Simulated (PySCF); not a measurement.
## Run report: GeBH₅, excited-state calculation

GeBH₅, computed with CIS/def2-SVP, RHF (PySCF 2.14.0).

The geometry comes from this level: PBE0-D4/def2-TZVP.

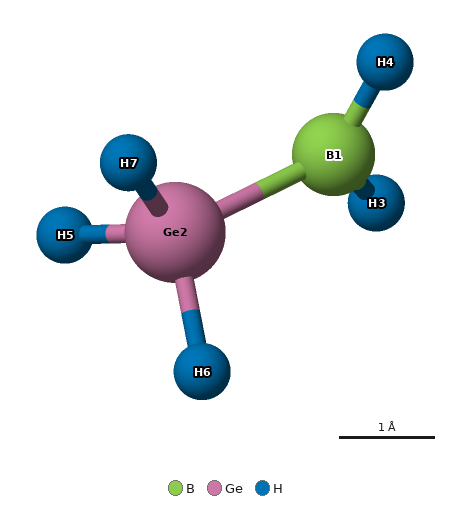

Fig. 1: The structure as given in the input (ball-and-stick view, seen at a tilt; atoms are numbered from 1 in the order of the input). Sticks mark near contacts.

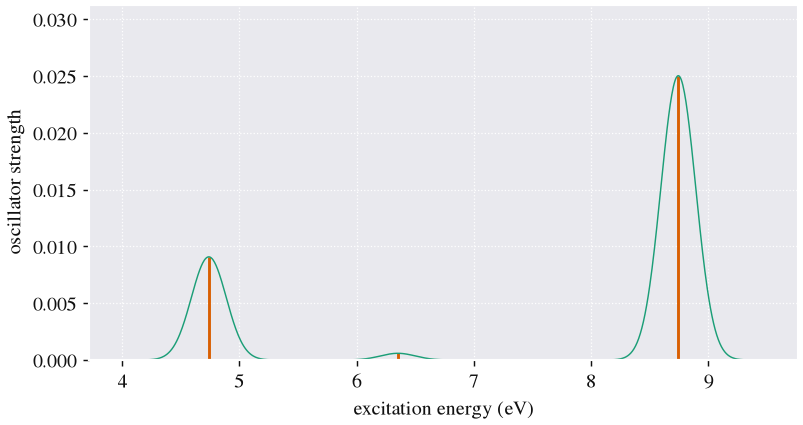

Fig. 2: Computed excitations as sticks (degenerate states added up, dark ones marked on the axis), with a Gaussian envelope of 0.35 eV full width at half maximum, scaled to the tallest. Of the 3 states the lowest lies at 4.74 eV (f = 0.009); the strongest line is at 8.74 eV, or 142 nm (f = 0.025).

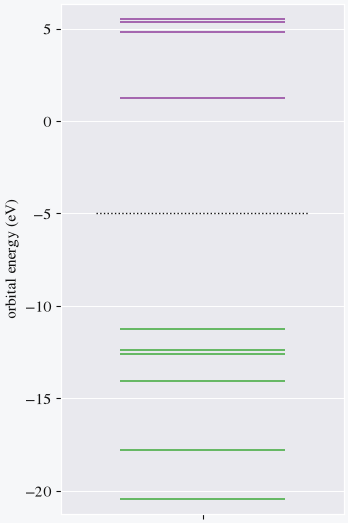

Fig. 3: Orbital energies near the frontier (SCF reference); the dotted line parts filled from empty levels, and levels within 0.02 eV of each other stand side by side. Highest filled −11.23 eV, lowest empty 1.25 eV, 12.48 eV apart.

These pictures come from the run below.

The input (calc.py):
```python
from pyscf import gto, tdscf

system = gto.M(
    atom='''
B        0.007500      -1.219800       0.268100
Ge       0.048900       0.786100      -0.183400
H       -1.044400      -1.784600       0.312800
H        0.997700      -1.849300       0.488600
H       -0.601100       1.019700      -1.562200
H       -0.799800       1.566200       0.840700
H        1.452500       1.413700      -0.210300
''',
    max_memory=1860,
    verbose=4,
    spin=0,
    charge=0,
    basis='def2-svp',
)

myscf = system.RHF()
myscf.conv_tol = 0.0001
myscf.kernel()

etot = myscf.e_tot
print(f'total energy: {etot:.8f} hartree')

td = tdscf.TDA(myscf)
td.nstates = 3
td.kernel()
td.analyze()
roots = td.e * 27.211386
osc = td.oscillator_strength()
print('state   eV      nm      f')
for i, (w, f) in enumerate(zip(roots, osc), 1):
    print('%3d %9.4f %8.1f %9.5f' % (i, w, 1239.842 / w, f))
```

Launched with:
```bash
OMP_NUM_THREADS=1 python calc.py
```

The program's output:
```
PySCF version 2.14.0

[INPUT] num. atoms = 7
[INPUT] num. electrons = 42
[INPUT] charge = 0
[INPUT] spin (= nelec alpha-beta = 2S) = 0
[INPUT] symmetry False subgroup None
[INPUT] Mole.unit = angstrom
[INPUT] Symbol           X                Y                Z      unit          X                Y                Z       unit  Magmom
[INPUT]  1 B      0.007500000000  -1.219800000000   0.268100000000 AA    0.014172945934  -2.305087926744   0.506635573996 Bohr   0.0
[INPUT]  2 Ge     0.048900000000   0.786100000000  -0.183400000000 AA    0.092407607491   1.485513706521  -0.346575771245 Bohr   0.0
[INPUT]  3 H     -1.044400000000  -1.784600000000   0.312800000000 AA   -1.973629964496  -3.372405241899   0.591106331764 Bohr   0.0
[INPUT]  4 H      0.997700000000  -1.849300000000   0.488600000000 AA    1.885379754479  -3.494670522158   0.923320184462 Bohr   0.0
[INPUT]  5 H     -0.601100000000   1.019700000000  -1.562200000000 AA   -1.135914373476   1.926953729219  -2.952130151796 Bohr   0.0
[INPUT]  6 H     -0.799800000000   1.566200000000   0.840700000000 AA   -1.511402954427   2.959689056294   1.588692752922 Bohr   0.0
[INPUT]  7 H      1.452500000000   1.413700000000  -0.210300000000 AA    2.744827195931   2.671505822298  -0.397409403996 Bohr   0.0

nuclear repulsion = 94.8513676246928
number of shells = 33
number of NR pGTOs = 133
number of NR cGTOs = 71
basis = def2-svp
ecp = {}

******** <class 'pyscf.scf.hf.RHF'> ********
method = RHF
initial guess = minao
damping factor = 0
level_shift factor = 0
DIIS = <class 'pyscf.scf.diis.CDIIS'>
diis_start_cycle = 1
diis_space = 8
diis_damp = 0
SCF conv_tol = 0.0001
SCF conv_tol_grad = None
SCF max_cycles = 50
direct_scf = True
direct_scf_tol = 1e-13
Set gradient conv threshold to 0.01
Initial guess from minao.
init E= -2101.73183760206
  HOMO = -0.276077084075078  LUMO = -0.035477670015561  gap/eV = 6.54704
cycle= 1 E= -2102.59947498964  delta_E= -0.868  |g|= 0.264  |ddm|= 2.22
  HOMO = -0.432023341966448  LUMO = 0.0163942187738053  gap/eV = 12.20206
cycle= 2 E= -2102.6295288084  delta_E= -0.0301  |g|= 0.0972  |ddm|= 0.37
  HOMO = -0.407612786428707  LUMO = 0.0458069713427798  gap/eV = 12.33818
cycle= 3 E= -2102.63213703159  delta_E= -0.00261  |g|= 0.0403  |ddm|= 0.117
  HOMO = -0.409366893927003  LUMO = 0.0486459094237883  gap/eV = 12.46316
cycle= 4 E= -2102.63257825737  delta_E= -0.000441  |g|= 0.00571  |ddm|= 0.0526
  HOMO = -0.412773191346103  LUMO = 0.045846039845332  gap/eV = 12.47966
cycle= 5 E= -2102.63259877272  delta_E= -2.05e-05  |g|= 0.00136  |ddm|= 0.0125
  HOMO = -0.412695612272222  LUMO = 0.0460995219265556  gap/eV = 12.48445
Extra cycle  E= -2102.63260038939  delta_E= -1.62e-06  |g|= 0.000552  |ddm|= 0.00364
converged SCF energy = -2102.63260038939
total energy: -2102.63260039 hartree

******** <class 'pyscf.tdscf.rhf.TDA'> for <class 'pyscf.scf.hf.RHF'> ********
nstates = 3 singlet
deg_eia_thresh = 1.000e-03
wfnsym = None
conv_tol = 1e-05
eigh lindep = 1e-12
eigh level_shift = 0
eigh max_cycle = 100

Excitation energies (eV)
[4.74012592 6.35180053 8.74298749]

** Singlet excitation energies and oscillator strengths **
      21 -> 22        0.68492
      18 -> 22        0.57176
      20 -> 22        0.38521
      18 -> 22        0.37509
      20 -> 22       -0.57099
      20 -> 25       -0.13679

** Transition electric dipole moments (AU) **
state          X           Y           Z        Dip. S.      Osc.
  1         0.0214     -0.0613     -0.2720      0.0782      0.0091
  2        -0.0054      0.0136      0.0601      0.0038      0.0006
  3         0.0283     -0.0736     -0.3326      0.1168      0.0250

** Transition velocity dipole moments (imaginary part, AU) **
state          X           Y           Z        Dip. S.      Osc.
  1        -0.0014      0.0041      0.0179      0.0003      0.0013
  2        -0.0007      0.0018      0.0080      0.0001      0.0002
  3         0.0056     -0.0146     -0.0657      0.0046      0.0095

** Transition magnetic dipole moments (imaginary part, AU) **
state          X           Y           Z
  1         1.0934     -0.0477      0.0971
  2        -0.0333     -1.1939      0.2674
  3        -0.1114     -0.8038      0.1741
state   eV      nm      f
  1    4.7401    261.6   0.00908
  2    6.3518    195.2   0.00059
  3    8.7430    141.8   0.02503
```

Key numbers:

| quantity | value |
| --- | --- |
| outcome | converged |
| total energy | −2102.632600 hartree |
| basis functions | 71 |
| HOMO of the SCF reference | −11.23 eV |
| LUMO of the SCF reference | 1.25 eV |
| lowest excitation | 4.74 eV |
| hardware | 1 thread of Intel Xeon @ 2.50GHz (Skylake/Cascade Lake), 189 GiB of memory available, shared host |
| wall time | 10 s |
| peak memory | 0.15 GiB |
